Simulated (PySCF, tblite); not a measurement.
# C7H9BO2: geometry, infrared bands and NMR shifts

Wanted: the infrared bands and NMR shifts of C7H9BO2 (`C=C1C=C(B(O)O)C=CC1`), by calculation.

Programs: tblite 0.8.0 and PySCF 2.14.0, with density-fitted response routines of our own. Each step states its level of theory. These are calculated values for one molecule in the gas phase, unless marked as measured. Atoms are numbered from 0 throughout.

## Step 1: The starting structure

19 atoms, charge 0, multiplicity 1; geometry from: force field or distance geometry start.

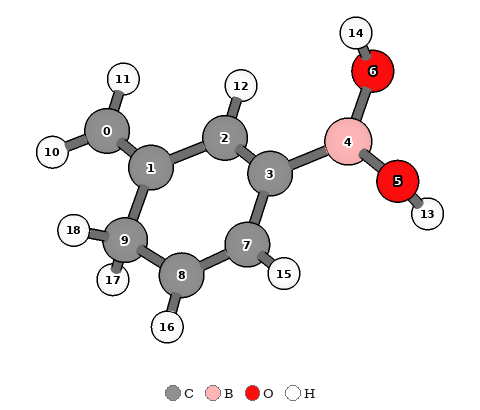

As it starts; carbon grey, boron pink, oxygen red, hydrogen white, atoms numbered; sticks join atoms by distance.

## Step 2: Optimising the geometry with GFN2-xTB

What the job is given:

```
{"job": {"kind": "relax", "xc": "GFN2-xTB", "basis": "xTB"}, "charge": 0, "multiplicity": 1}
C     -2.508500     1.226900    -0.371500
C     -1.524000     0.421700    -0.026400
C     -0.108300     0.833800    -0.219900
C      0.898000     0.044200     0.117100
B      2.390200     0.494500    -0.092400
O      3.491800    -0.382600     0.276100
O      2.686100     1.805200    -0.692000
C      0.640900    -1.283800     0.730700
C     -0.603200    -1.734000     0.941900
C     -1.838600    -0.929500     0.597900
H     -3.552100     0.933000    -0.226800
H     -2.324000     2.196800    -0.808500
H      0.073400     1.810600    -0.654000
H      3.680900    -0.923200    -0.534300
H      2.747400     2.425800     0.087500
H      1.462200    -1.925400     1.016600
H     -0.745200    -2.706000     1.386900
H     -2.448400    -1.523800    -0.121400
H     -2.428500    -0.775100     1.526600
```

Command:

```console
OMP_NUM_THREADS=1 python probes_run.py task.json out
```

This one command runs all jobs of the session in turn.

**Question.** This job is followed by: GFN2-xTB harmonic vibrations, gas phase; GIAO PBE0/pcSseg-1 NMR shielding, non-relativistic, gas phase. What will the session give for the following? strongest single infrared mode (GFN2-xTB); zero-point energy (GFN2-xTB); 13C shifts against TMS (PBE0/pcSseg-1); 1H shifts against TMS (PBE0/pcSseg-1, means over atoms taken as alike); 11B shifts against BF3·OEt2 (PBE0/pcSseg-1); 17O shifts against H2O (PBE0/pcSseg-1, means over atoms taken as alike); surface potential, least and greatest.

As calculated:

```
                                                               quantity                                               value
                              strongest single infrared mode (GFN2-xTB)                               1234 cm⁻¹, 679 km/mol
                                           zero-point energy (GFN2-xTB)                                       91.6 kcal/mol
                                 13C shifts against TMS (PBE0/pcSseg-1)  149.0, 142.5, 137.7, 135.8, 129.2, 123.6, 34.8 ppm
 1H shifts against TMS (PBE0/pcSseg-1, means over atoms taken as alike)        6.24, 5.98, 5.88, 5.42, 5.41, 4.32, 3.65 ppm
                            11B shifts against BF3·OEt2 (PBE0/pcSseg-1)                                            25.7 ppm
17O shifts against H2O (PBE0/pcSseg-1, means over atoms taken as alike)                                           115.6 ppm
                                  surface potential, least and greatest                                  -1.77 V and 2.22 V
```

In words: Relaxing lowered the energy by 1.219 eV in 49 steps; the close pair that moved most is B4–O6, from 1.471 to 1.353 Å. All 51 modes are real, so the xTB geometry is a minimum. The strongest single mode, at 1234 cm⁻¹, moves mainly B4. GFN2-xTB is a fitted tight-binding method: band positions and strengths are rough. Its intensities can rank the bands wrongly. At PBE0/pcSseg-1: The largest span, 244 ppm, is at C1, where the paramagnetic term is -222 ppm. By nearest atom (PBE0/pcSseg-1), the HOMO sits on C0 20 %; C2, C3, C8 about 14 % each and the LUMO on C2, C3 about 17 % each; C0, C8 about 13 % each.
